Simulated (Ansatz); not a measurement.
Potential energy curve for BrLi, singlet.

- RKS-BLYP = Ansatz (a program for electronic structure) with restricted BLYP/cc-pVDZ
- RKS-PBE = restricted PBE/cc-pVDZ (Ansatz)
- RKS-B3LYP = restricted B3LYP/cc-pVDZ in Ansatz
- UCCSD(T) = CCSD(T) on UHF/cc-pVDZ, cores with 3d frozen (Ansatz)
- UKS-PBE = unrestricted PBE/cc-pVDZ in Ansatz
- UKS-BLYP = unrestricted BLYP/cc-pVDZ (Ansatz)
- UKS-B3LYP = Ansatz with unrestricted B3LYP/cc-pVDZ
- FCI = full CI/cc-pVDZ, cores with 3d frozen (Ansatz)

Cost and accuracy over the 22 points of the scan, with FCI as yardstick. Costs are rough ratios of core time within Ansatz on shared cores, each with its mean field (Kohn-Sham runs search longer for lower solutions than correlated ones do); the miss is the largest error against full CI of the curve after the mean shift, in mEh.

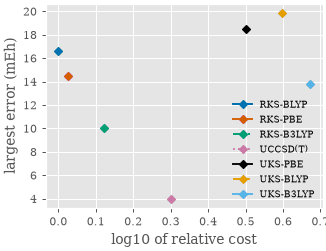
Fig. 1. Miss against cost, one point a level.

| level | relative cost | largest error |
|---|---|---|
| RKS-BLYP | 1 | 16.6 |
| RKS-PBE | 1 | 14.5 |
| RKS-B3LYP | 1 | 10.0 |
| UCCSD(T) | 2 | 4.0 |
| UKS-PBE | 3 | 18.5 |
| UKS-BLYP | 4 | 19.9 |
| UKS-B3LYP | 5 | 13.8 |

Costs within a factor of two of each other count as equal.

The restricted form behind RKS-BLYP, RKS-PBE, RKS-B3LYP keeps the bonding electrons paired and can't separate into open-shell fragments. The unrestricted determinant behind UCCSD(T) is spin-contaminated at 4.93 to 8.51 Å (<S²> up to 1.0, against 0.00 for a pure singlet). The unrestricted determinant behind UKS-PBE, UKS-BLYP, UKS-B3LYP is spin-contaminated at 4.40 to 8.51 Å (<S²> up to 0.6, against 0.00 for a pure singlet).
